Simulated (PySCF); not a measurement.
**Nickel: the same states on changed settings**

These states were run before on sound settings. What differs here: radial step 0.8 in ln r (0.13 in the sound run), unsound on purpose. What does it move?

The numbers are computed with PySCF 2.14.0 (unrestricted determinants in a Gaussian basis, no spin-orbit coupling in the energies), except any that are marked as measured or tabulated.

### Step 1. Starting point

```
Element     : nickel (Z = 28)
Basis       : x2c-SVPall (5s3p3d1f, 36 functions)
Hamiltonian : scalar relativity by spin-free X2C-1e
State 1     : Ni: [Ar] 3d8 4s2, high-spin 3F determinant
State 2     : Ni⁺: [Ar] 3d9, 2D determinant
Methods     : TPSS, PBE
```

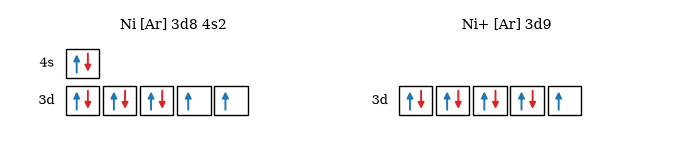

The shells outside the core, filled by Hund's rule for the drawing.

The sound run (x2c-SVPall, scalar relativity by spin-free X2C-1e, symmetry-adapted start, fine grid, valence correlation) gave:

| species | method | energy (hartree) |
| --- | --- | --- |
| Ni | UHF | -1518.83277 |
| Ni | TPSS | -1520.31834 |
| Ni | PBE | -1520.04783 |
| Ni | MP2 (valence) | -1519.02747 |
| Ni⁺ | UHF | -1518.53264 |
| Ni⁺ | TPSS | -1520.04265 |
| Ni⁺ | PBE | -1519.77096 |
| Ni⁺ | MP2 (valence) | -1518.78117 |

The runs were made by one driver on top of PySCF. The scripts below sum up each run's settings (the driver also hands on starting orbitals that pick excited configurations, and frozen orbitals as a list rather than a count), and the logs come from the driver's own runs. The driver starts from symmetry-adapted Hartree-Fock orbitals, holds the occupation by maximum overlap and uses a logarithmic radial grid for functionals, so a plain start would take other cycles.

The driver's launch:

```sh
$ OMP_NUM_THREADS=1 python atomrun2.py TASK.json OUT
```

The integrals over 36 functions and the set-up took 0.08 s of CPU time.

The grid is set inside the driver, so the scripts do not show it: radial step 0.8 in ln r (0.13 in the sound run).

### Step 2. Changed run, Ni: the ladder of methods

TPSS:

File input.py:

```python
from pyscf import gto, scf, dft, mp, cc
import basis_set_exchange as bse
mol = gto.M(atom="Ni 0 0 0", charge=0, spin=2, symmetry="D2h",
            basis=gto.basis.parse(bse.get_basis("x2c-SVPall", elements=["Ni"], fmt="nwchem", header=False)),
            nucmod="G")
mf = dft.UKS(mol, xc="TPSS").sfx2c1e()
mf.irrep_nelec = {'Ag': (6, 4), 'B1g': (1, 1), 'B2g': (1, 1), 'B3g': (1, 1), 'B1u': (2, 2), 'B2u': (2, 2), 'B3u': (2, 2)}
mf.kernel()
```

The program printed:

```text
damping factor = 0
level_shift factor = 0
DIIS = <class 'pyscf.scf.diis.CDIIS'>
diis_start_cycle = 1
diis_space = 10
diis_damp = 0
SCF conv_tol = 1e-09
SCF conv_tol_grad = None
number electrons alpha = 15  beta = 13
XC functionals = TPSS
    J. Tao, J. P. Perdew, V. N. Staroverov, and G. E. Scuseria.,  Phys. Rev. Lett. 91, 146401 (2003)
    J. P. Perdew, J. Tao, V. N. Staroverov, and G. E. Scuseria.,  J. Chem. Phys. 120, 6898 (2004)
    J. Tao, J. P. Perdew, V. N. Staroverov, and G. E. Scuseria.,  Phys. Rev. Lett. 91, 146401 (2003)
    J. P. Perdew, J. Tao, V. N. Staroverov, and G. E. Scuseria.,  J. Chem. Phys. 120, 6898 (2004)
cycle= 1 E= -1520.22836473967  delta_E= 0.0182  |g|= 0.317  |ddm|= 0.256
cycle= 2 E= -1520.1785979429  delta_E= 0.0498  |g|= 0.488  |ddm|= 0.659
cycle= 3 E= -1520.25930663585  delta_E= -0.0807  |g|= 0.00799  |ddm|= 0.44
cycle= 4 E= -1520.25932496935  delta_E= -1.83e-05  |g|= 0.000957  |ddm|= 0.00414
cycle= 5 E= -1520.25932529625  delta_E= -3.27e-07  |g|= 2.89e-05  |ddm|= 0.00141
cycle= 6 E= -1520.2593252968  delta_E= -5.5e-10  |g|= 2.52e-06  |ddm|= 9.83e-05
converged SCF energy = -1520.2593252968  <S^2> = 2.0025057  2S+1 = 3.00167
```

It took 0.12 s on 1 thread of Intel Xeon 6975P-C, shared host, the integrals not counted.

Orbital energies by shell (radii are means over both spins):

| shell | electrons | mean orbital energy (eV) | spread (eV) | rms radius (bohr) |
| --- | --- | --- | --- | --- |
| 1s α | 1 | -8222.4 | 0 | 0.0624 |
| 1s β | 1 | -8222.4 | 0 | 0.0624 |
| 2s α | 1 | -987.63 | 0 | 0.265 |
| 2s β | 1 | -986.70 | 0 | 0.265 |
| 2p α | 3 | -849.99 | 0 | 0.238 |
| 2p β | 3 | -849.19 | 0 | 0.238 |
| 3s α | 1 | -113.27 | 0 | 0.800 |
| 3s β | 1 | -110.84 | 0 | 0.800 |
| 3p α | 3 | -73.560 | 0 | 0.851 |
| 3p β | 3 | -71.149 | 0 | 0.851 |
| 3d α | 5 | -10.470 | 1.249 | 1.16 |
| 3d β | 3 | -8.977 | 0 | 1.16 |
| 4s α | 1 | -5.448 | 0 | 3.18 |
| 4s β | 1 | -5.137 | 0 | 3.18 |

⟨S²⟩ = 2.003, ⟨L²⟩ = 12.01.

PBE:

Changes to input.py:

```diff
@@ -5,3 +5,3 @@
             nucmod="G")
-mf = dft.UKS(mol, xc="TPSS").sfx2c1e()
+mf = dft.UKS(mol, xc="PBE").sfx2c1e()
 mf.irrep_nelec = {'Ag': (6, 4), 'B1g': (1, 1), 'B2g': (1, 1), 'B3g': (1, 1), 'B1u': (2, 2), 'B2u': (2, 2), 'B3u': (2, 2)}
```

The program printed:

```text
damping factor = 0
level_shift factor = 0
DIIS = <class 'pyscf.scf.diis.CDIIS'>
diis_start_cycle = 1
diis_space = 10
diis_damp = 0
SCF conv_tol = 1e-09
SCF conv_tol_grad = None
number electrons alpha = 15  beta = 13
XC functionals = PBE
    J. P. Perdew, K. Burke, and M. Ernzerhof.,  Phys. Rev. Lett. 77, 3865 (1996)
    J. P. Perdew, K. Burke, and M. Ernzerhof.,  Phys. Rev. Lett. 78, 1396 (1997)
    J. P. Perdew, K. Burke, and M. Ernzerhof.,  Phys. Rev. Lett. 77, 3865 (1996)
    J. P. Perdew, K. Burke, and M. Ernzerhof.,  Phys. Rev. Lett. 78, 1396 (1997)
cycle= 1 E= -1519.68455599155  delta_E= 0.0221  |g|= 0.335  |ddm|= 0.272
cycle= 2 E= -1519.62756658776  delta_E= 0.057  |g|= 0.518  |ddm|= 0.685
cycle= 3 E= -1519.71905978309  delta_E= -0.0915  |g|= 0.00919  |ddm|= 0.463
cycle= 4 E= -1519.71908364956  delta_E= -2.39e-05  |g|= 0.00131  |ddm|= 0.00387
cycle= 5 E= -1519.71908430153  delta_E= -6.52e-07  |g|= 1.97e-05  |ddm|= 0.00214
cycle= 6 E= -1519.71908430177  delta_E= -2.42e-10  |g|= 7.34e-06  |ddm|= 7.07e-05
converged SCF energy = -1519.71908430177  <S^2> = 2.0027033  2S+1 = 3.0018017
```

Time after the integrals: 0.08 s (1 thread of Intel Xeon 6975P-C, shared host).

### Step 3. Changed run, Ni⁺

TPSS:

File input.py:

```python
from pyscf import gto, scf, dft, mp, cc
import basis_set_exchange as bse
mol = gto.M(atom="Ni 0 0 0", charge=1, spin=1, symmetry="D2h",
            basis=gto.basis.parse(bse.get_basis("x2c-SVPall", elements=["Ni"], fmt="nwchem", header=False)),
            nucmod="G")
mf = dft.UKS(mol, xc="TPSS").sfx2c1e()
mf.irrep_nelec = {'Ag': (5, 4), 'B1g': (1, 1), 'B2g': (1, 1), 'B3g': (1, 1), 'B1u': (2, 2), 'B2u': (2, 2), 'B3u': (2, 2)}
mf.kernel()
```

The program printed:

```text
damping factor = 0
level_shift factor = 0
DIIS = <class 'pyscf.scf.diis.CDIIS'>
diis_start_cycle = 1
diis_space = 10
diis_damp = 0
SCF conv_tol = 1e-09
SCF conv_tol_grad = None
number electrons alpha = 14  beta = 13
XC functionals = TPSS
    J. Tao, J. P. Perdew, V. N. Staroverov, and G. E. Scuseria.,  Phys. Rev. Lett. 91, 146401 (2003)
    J. P. Perdew, J. Tao, V. N. Staroverov, and G. E. Scuseria.,  J. Chem. Phys. 120, 6898 (2004)
    J. Tao, J. P. Perdew, V. N. Staroverov, and G. E. Scuseria.,  Phys. Rev. Lett. 91, 146401 (2003)
    J. P. Perdew, J. Tao, V. N. Staroverov, and G. E. Scuseria.,  J. Chem. Phys. 120, 6898 (2004)
cycle= 1 E= -1519.97751769799  delta_E= 0.0399  |g|= 0.415  |ddm|= 0.354
cycle= 2 E= -1519.82817621717  delta_E= 0.149  |g|= 0.811  |ddm|= 0.572
cycle= 3 E= -1520.0274803101  delta_E= -0.199  |g|= 0.00941  |ddm|= 0.355
cycle= 4 E= -1520.02758258075  delta_E= -0.000102  |g|= 0.00485  |ddm|= 0.036
cycle= 5 E= -1520.0276143956  delta_E= -3.18e-05  |g|= 0.00144  |ddm|= 0.0224
cycle= 6 E= -1520.02762747215  delta_E= -1.31e-05  |g|= 0.000428  |ddm|= 0.0251
cycle= 7 E= -1520.02762782408  delta_E= -3.52e-07  |g|= 6.05e-05  |ddm|= 0.00454
cycle= 8 E= -1520.02762782549  delta_E= -1.41e-09  |g|= 1.6e-05  |ddm|= 0.000163
cycle= 9 E= -1520.02762782553  delta_E= -3.55e-11  |g|= 1.21e-05  |ddm|= 9.06e-05
converged SCF energy = -1520.02762782553  <S^2> = 0.7605103  2S+1 = 2.0104828
```

Time after the integrals: 0.2 s (1 thread of Intel Xeon 6975P-C, shared host).

Orbital energies by shell (radii are means over both spins):

| shell | electrons | mean orbital energy (eV) | spread (eV) | rms radius (bohr) |
| --- | --- | --- | --- | --- |
| 1s α | 1 | -8223.8 | 0 | 0.0624 |
| 1s β | 1 | -8223.8 | 0 | 0.0624 |
| 2s α | 1 | -988.25 | 0 | 0.265 |
| 2s β | 1 | -987.80 | 0 | 0.265 |
| 2p α | 3 | -850.69 | 0.949 | 0.238 |
| 2p β | 3 | -850.31 | 0.609 | 0.238 |
| 3s α | 1 | -115.11 | 0 | 0.804 |
| 3s β | 1 | -113.94 | 0 | 0.804 |
| 3p α | 3 | -75.554 | 1.930 | 0.855 |
| 3p β | 3 | -74.398 | 0.801 | 0.855 |
| 3d α | 5 | -13.129 | 2.112 | 1.26 |
| 3d β | 4 | -12.246 | 1.456 | 1.26 |

⟨S²⟩ = 0.761, ⟨L²⟩ = 6.04.

PBE:

Changes to input.py:

```diff
@@ -5,3 +5,3 @@
             nucmod="G")
-mf = dft.UKS(mol, xc="TPSS").sfx2c1e()
+mf = dft.UKS(mol, xc="PBE").sfx2c1e()
 mf.irrep_nelec = {'Ag': (5, 4), 'B1g': (1, 1), 'B2g': (1, 1), 'B3g': (1, 1), 'B1u': (2, 2), 'B2u': (2, 2), 'B3u': (2, 2)}
```

The program printed:

```text
damping factor = 0
level_shift factor = 0
DIIS = <class 'pyscf.scf.diis.CDIIS'>
diis_start_cycle = 1
diis_space = 10
diis_damp = 0
SCF conv_tol = 1e-09
SCF conv_tol_grad = None
number electrons alpha = 14  beta = 13
XC functionals = PBE
    J. P. Perdew, K. Burke, and M. Ernzerhof.,  Phys. Rev. Lett. 77, 3865 (1996)
    J. P. Perdew, K. Burke, and M. Ernzerhof.,  Phys. Rev. Lett. 78, 1396 (1997)
    J. P. Perdew, K. Burke, and M. Ernzerhof.,  Phys. Rev. Lett. 77, 3865 (1996)
    J. P. Perdew, K. Burke, and M. Ernzerhof.,  Phys. Rev. Lett. 78, 1396 (1997)
cycle= 1 E= -1519.30902845499  delta_E= 0.156  |g|= 0.727  |ddm|= 0.865
cycle= 2 E= -1518.88833523904  delta_E= 0.421  |g|= 1.34  |ddm|= 1.15
cycle= 3 E= -1519.47456387056  delta_E= -0.586  |g|=  0.1  |ddm|= 0.594
cycle= 4 E= -1519.47798051109  delta_E= -0.00342  |g|= 0.0109  |ddm|= 0.0772
cycle= 5 E= -1519.47803774337  delta_E= -5.72e-05  |g|= 0.00249  |ddm|= 0.0234
cycle= 6 E= -1519.47804461225  delta_E= -6.87e-06  |g|= 0.000453  |ddm|= 0.0129
cycle= 7 E= -1519.47804558837  delta_E= -9.76e-07  |g|= 0.000114  |ddm|= 0.00693
cycle= 8 E= -1519.47804561507  delta_E= -2.67e-08  |g|= 1.41e-05  |ddm|= 0.00107
cycle= 9 E= -1519.47804561601  delta_E= -9.44e-10  |g|= 7.75e-07  |ddm|= 0.00024
converged SCF energy = -1519.47804561601  <S^2> = 0.75462622  2S+1 = 2.0046209
```

Time after the integrals: 0.09 s (1 thread of Intel Xeon 6975P-C, shared host).

### Step 4. What moved

| species | method | converged | energy less sound run (eV) |
| --- | --- | --- | --- |
| Ni | TPSS | yes | +1.6058 |
| Ni | PBE | yes | +8.9456 |
| Ni⁺ | TPSS | yes | +0.4087 |
| Ni⁺ | PBE | yes | +7.9705 |

Ionisation energy of Ni:

| method | sound run (eV) | changed run (eV) | shift (eV) |
| --- | --- | --- | --- |
| UHF | 8.167 | 8.167 | +0.000 |
| TPSS | 7.502 | 6.305 | -1.197 |
| PBE | 7.534 | 6.559 | -0.975 |

### Step 5. Results

| quantity | value |
| --- | --- |
| change | radial step 0.8 in ln r (0.13 in the sound run) |
| runs converged | 4 of 4 |
| largest shift of a converged total energy | 8.95 eV |
| largest shift of the ionisation energy | -1.197 eV (TPSS) |

**Reading.** The ionisation energy moves by up to 1.20 eV, at TPSS. A coarse radial grid mis-integrates the density and the exchange-correlation energy, with errors of either sign; Hartree-Fock needs no grid. The setting is unsound on purpose, so these numbers are no properties of the atom.
